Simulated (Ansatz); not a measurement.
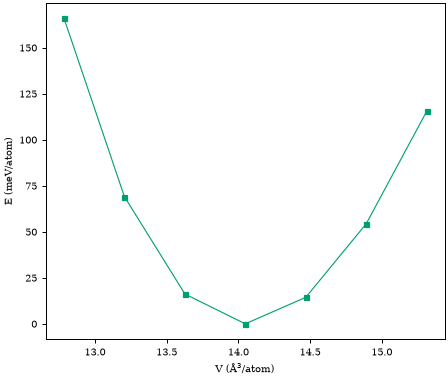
Figure. Ir (fcc (Cu type), Fm-3m) under volume change, DFT-PBEsol in the program Ansatz with PAW potentials, scaled uniformly.

What does a third-order Birch–Murnaghan fit give for V₀, B₀ and B′?

V₀ = 14.05 Å³/atom, B₀ = 386 GPa, B′ = 5.0.

Symmetry was held in the PBEsol relaxation. No spin polarisation was allowed. Scalar-relativistic: spin–orbit coupling is off unless named, which matters more the heavier the elements.

Potentials: the later of the program's two PAW sets.
